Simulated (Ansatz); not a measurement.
**C2H3Si (charge +1): geometry relaxation (part 2 of 2)**

The same run, continued: C2H3Si, charge +1; RKS PBE-D4/def2-SVP (Ansatz 0.2.0). 

Geometry of the input (Å):
```
C  -1.2193  -1.1070  -0.5638
C  -0.3703  -0.3361  -0.1713
Si 0.8489  0.7707  0.3925
H  1.3786  1.9922  0.8863
H  1.8340  1.3076  -0.5571
H  0.8780  1.1543  1.8111
```

## Trajectory as extended XYZ, continued
```
6
Properties=species:S:1:pos:R:3:forces:R:3 step=6 energy=-9973.76244
C    -1.4603   -1.0701   -0.5431    1.4238   0.8956   0.5030
C    -0.3630   -0.4240   -0.1220   -0.4126  -0.2630  -0.0604
Si    1.0658    0.5106    0.0986   -0.6455  -0.5493  -1.2666
H     0.9877    2.1100    1.3604   -0.0413   0.0643   0.0760
H     2.1126    1.2659   -0.7152   -0.2572  -0.2726   0.4159
H     1.0072    1.3892    1.7190   -0.0672   0.1250   0.3321
6
Properties=species:S:1:pos:R:3:forces:R:3 step=7 energy=-9973.71527 accepted=F
C    -1.4632   -1.0051   -0.5603   -0.3666  -0.1118  -0.2152
C    -0.3278   -0.5265   -0.1457    0.6126   0.3192   0.6725
Si    1.0368    0.4465    0.1445    0.4653   0.2767  -1.4058
H     1.1179    2.0621    1.2335   -0.2300  -0.2464   0.6539
H     2.0186    1.3574   -0.6353   -0.4235  -0.6845   0.3939
H     0.9676    1.4473    1.7611   -0.0578   0.4468  -0.0993
6
Properties=species:S:1:pos:R:3:forces:R:3 step=8 energy=-9973.85370
C    -1.4850   -1.0083   -0.5039    1.0066   0.4444   0.2680
C    -0.3135   -0.5013   -0.1315   -0.2656   0.1244   0.0510
Si    1.0584    0.5019    0.0312   -0.4152  -0.3823  -0.7767
H     0.9891    2.1034    1.3607   -0.0294   0.0812   0.0119
H     2.1349    1.2804   -0.7055   -0.2396  -0.2198   0.2894
H     0.9660    1.4056    1.7468   -0.0568  -0.0479   0.1564
6
Properties=species:S:1:pos:R:3:forces:R:3 step=9 energy=-9973.90031
C    -1.4726   -1.0000   -0.4946    0.5400   0.2134   0.1381
C    -0.3014   -0.5183   -0.1152   -0.0811   0.2017   0.0633
Si    1.0313    0.5211   -0.0208   -0.2836  -0.3197  -0.4120
H     1.0248    2.1011    1.3753   -0.0142   0.0444   0.0014
H     2.1444    1.2707   -0.6996   -0.1103  -0.0810   0.1388
H     0.9236    1.4071    1.7528   -0.0509  -0.0587   0.0704
6
Properties=species:S:1:pos:R:3:forces:R:3 step=10 energy=-9973.92129
C    -1.4474   -0.9603   -0.4446   -0.0270  -0.0274  -0.0237
C    -0.2723   -0.5079   -0.0733    0.0271   0.0389   0.0580
Si    1.0385    0.5311   -0.0883    0.0054   0.0124  -0.0390
H     1.0689    2.0602    1.3805   -0.1755  -0.4518   0.2499
H     2.1704    1.2771   -0.7202   -0.0266  -0.0049   0.0568
H     0.7919    1.3815    1.7437    0.1966   0.4328  -0.3021
6
Properties=species:S:1:pos:R:3:forces:R:3 step=11 energy=-9973.92841
C    -1.4452   -0.9794   -0.4471    0.0510   0.0057   0.0093
C    -0.2842   -0.4942   -0.0648   -0.0201   0.0454   0.0001
Si    1.0209    0.5518   -0.0984   -0.0465  -0.0836  -0.0131
H     1.0510    2.0701    1.3961   -0.0400  -0.1726   0.0637
H     2.1823    1.2673   -0.7003    0.0120   0.0330   0.0020
H     0.8252    1.3660    1.7123    0.0436   0.1721  -0.0619
6
Properties=species:S:1:pos:R:3:forces:R:3 step=12 energy=-9973.92936
C    -1.4423   -1.0243   -0.4110   -0.3092  -0.1658  -0.0989
C    -0.3053   -0.4531   -0.1033    0.3477   0.2094   0.1157
Si    1.0183    0.5677   -0.1131   -0.0560  -0.0784  -0.0293
H     1.0817    2.0491    1.4033    0.0285   0.0359  -0.0099
H     2.2031    1.2677   -0.6896    0.0079   0.0259   0.0108
H     0.7945    1.3746    1.7115   -0.0189  -0.0271   0.0116
6
Properties=species:S:1:pos:R:3:forces:R:3 step=13 energy=-9973.93071
C    -1.4445   -1.0424   -0.4225   -0.1283  -0.0784  -0.0454
C    -0.3129   -0.4595   -0.1019    0.1158   0.0942   0.0588
Si    1.0021    0.5688   -0.1183    0.0441  -0.0033  -0.0058
H     1.1203    2.0514    1.4076   -0.0198  -0.0437   0.0255
H     2.1957    1.2754   -0.6689   -0.0074  -0.0047  -0.0264
H     0.7892    1.3882    1.7019   -0.0044   0.0359  -0.0066
6
Properties=species:S:1:pos:R:3:forces:R:3 step=14 energy=-9973.93166
C    -1.4402   -1.0426   -0.4128    0.0994   0.0414   0.0240
C    -0.3099   -0.4476   -0.0921   -0.1129  -0.0485  -0.0387
Si    1.0102    0.5730   -0.1281    0.0169   0.0044   0.0260
H     1.1290    2.0384    1.4216   -0.0346  -0.0852   0.0330
H     2.2047    1.2745   -0.6853   -0.0133   0.0005  -0.0034
H     0.7561    1.3860    1.6946    0.0445   0.0873  -0.0411
6
Properties=species:S:1:pos:R:3:forces:R:3 step=15 energy=-9973.93106 accepted=F
C    -1.4391   -1.0583   -0.4156    0.0399   0.0102   0.0068
C    -0.3173   -0.4471   -0.0991   -0.0477  -0.0101  -0.0159
Si    1.0058    0.5694   -0.1341    0.0596   0.0422   0.0126
H     1.1503    2.0432    1.4572    0.1069   0.1247  -0.0823
H     2.2043    1.2701   -0.6928   -0.0567  -0.0231   0.0216
H     0.7458    1.4044    1.6821   -0.1020  -0.1439   0.0572
6
Properties=species:S:1:pos:R:3:forces:R:3 step=16 energy=-9973.93248
C    -1.4380   -1.0501   -0.4174    0.0283   0.0052   0.0039
C    -0.3137   -0.4480   -0.0941   -0.0350  -0.0048  -0.0097
Si    1.0075    0.5717   -0.1250    0.0203   0.0064   0.0099
H     1.1476    2.0349    1.4302    0.0039  -0.0140   0.0012
H     2.1994    1.2752   -0.6864   -0.0174  -0.0047   0.0008
H     0.7471    1.3981    1.6905   -0.0002   0.0120  -0.0061
6
Properties=species:S:1:pos:R:3:forces:R:3 step=17 energy=-9973.93320
C    -1.4321   -1.0658   -0.4252    0.0149   0.0005   0.0028
C    -0.3209   -0.4450   -0.0935   -0.0162   0.0033  -0.0027
Si    1.0019    0.5728   -0.1221    0.0186   0.0125   0.0032
H     1.1858    2.0243    1.4452   -0.0267  -0.0475   0.0137
H     2.1914    1.2763   -0.6889   -0.0156  -0.0092   0.0019
H     0.7237    1.4191    1.6823    0.0249   0.0404  -0.0189
6
Properties=species:S:1:pos:R:3:forces:R:3 step=18 energy=-9973.93219 accepted=F
C    -1.4184   -1.0779   -0.4375   -0.1476  -0.0860  -0.0466
C    -0.3316   -0.4298   -0.0908    0.1544   0.0811   0.0650
Si    1.0023    0.5743   -0.1046   -0.0736  -0.0434  -0.0302
H     1.2035    2.0065    1.4360    0.0724   0.0941  -0.0086
H     2.1778    1.2736   -0.6929    0.0633   0.0311  -0.0112
H     0.7162    1.4351    1.6877   -0.0689  -0.0769   0.0315
6
Properties=species:S:1:pos:R:3:forces:R:3 step=19 energy=-9973.93351
C    -1.4277   -1.0717   -0.4269    0.0073  -0.0014   0.0022
C    -0.3244   -0.4391   -0.0917   -0.0054   0.0027  -0.0026
Si    1.0014    0.5749   -0.1203   -0.0022   0.0012  -0.0001
H     1.1957    2.0168    1.4488   -0.0026  -0.0129   0.0048
H     2.1896    1.2754   -0.6914   -0.0015  -0.0012   0.0016
H     0.7153    1.4254    1.6793    0.0045   0.0116  -0.0060
6
Properties=species:S:1:pos:R:3:forces:R:3 step=20 energy=-9973.93325 accepted=F
C    -1.4151   -1.1010   -0.4360    0.0269   0.0156   0.0139
C    -0.3395   -0.4261   -0.0915   -0.0186  -0.0122  -0.0117
Si    0.9905    0.5824   -0.1192   -0.0110   0.0066   0.0015
H     1.2464    1.9972    1.4726   -0.1400  -0.1388   0.0480
H     2.1826    1.2725   -0.6946    0.0040  -0.0030   0.0021
H     0.6850    1.4568    1.6664    0.1386   0.1318  -0.0537
6
Properties=species:S:1:pos:R:3:forces:R:3 step=21 energy=-9973.93383
C    -1.4204   -1.0883   -0.4316    0.0169   0.0060   0.0088
C    -0.3328   -0.4312   -0.0906   -0.0139  -0.0003  -0.0098
Si    0.9930    0.5824   -0.1208   -0.0024  -0.0079  -0.0015
H     1.2206    2.0059    1.4589   -0.0145  -0.0198   0.0102
H     2.1874    1.2727   -0.6905    0.0008   0.0013  -0.0013
H     0.7021    1.4402    1.6724    0.0131   0.0208  -0.0064
6
Properties=species:S:1:pos:R:3:forces:R:3 step=22 energy=-9973.93384
C    -1.4100   -1.1075   -0.4358    0.0352   0.0220   0.0190
C    -0.3433   -0.4188   -0.0894   -0.0309  -0.0203  -0.0218
Si    0.9866    0.5891   -0.1209   -0.0186  -0.0108   0.0022
H     1.2500    1.9897    1.4740   -0.0735  -0.0692   0.0286
H     2.1844    1.2694   -0.6941    0.0125   0.0069  -0.0010
H     0.6822    1.4599    1.6640    0.0753   0.0715  -0.0269
6
Properties=species:S:1:pos:R:3:forces:R:3 step=23 energy=-9973.93372 accepted=F
C    -1.4129   -1.1080   -0.4309   -0.0860  -0.0586  -0.0206
C    -0.3426   -0.4255   -0.0922    0.0889   0.0677   0.0149
Si    0.9826    0.5885   -0.1253    0.0143   0.0008   0.0054
H     1.2596    1.9868    1.4853   -0.0302  -0.0312   0.0015
H     2.1838    1.2751   -0.6852   -0.0011  -0.0070  -0.0162
H     0.6794    1.4647    1.6461    0.0140   0.0283   0.0150
6
Properties=species:S:1:pos:R:3:forces:R:3 step=24 energy=-9973.93419
C    -1.4102   -1.1109   -0.4302   -0.0012  -0.0025   0.0063
C    -0.3443   -0.4176   -0.0934    0.0065   0.0071  -0.0106
Si    0.9851    0.5909   -0.1248   -0.0088  -0.0077   0.0028
H     1.2547    1.9830    1.4786   -0.0095  -0.0087   0.0058
H     2.1867    1.2713   -0.6913    0.0044   0.0015  -0.0024
H     0.6779    1.4650    1.6590    0.0086   0.0103  -0.0019
```

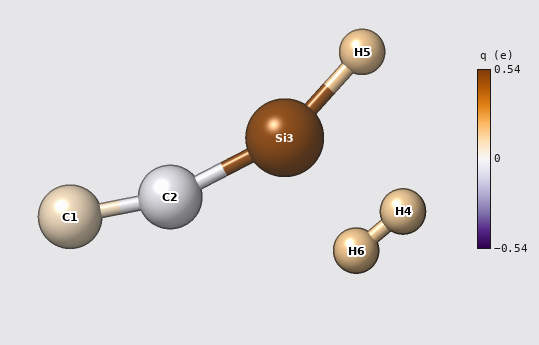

Mulliken charges, as the colour of each atom (ball-and-stick view, seen at a tilt; atoms are numbered from 1 in the order of the input). By element: C −0.04 to +0.09, Si +0.51 and H +0.13 to +0.16 e.

## Summary

```json
{"quantity": "outcome", "value": "converged"}
{"quantity": "total energy", "value": "−9973.9342 eV"}
{"quantity": "mean-field energy", "value": "−9973.8455 eV"}
{"quantity": "dispersion energy", "value": "−0.0887 eV"}
{"quantity": "SCF solution under orbital rotations", "value": "stable"}
{"quantity": "largest force (length of the vector) at the end", "value": "0.014 eV/Å"}
{"quantity": "wall time", "value": "19 s (CPU time 34 s)"}
{"quantity": "peak memory", "value": "0.11 GiB"}
```
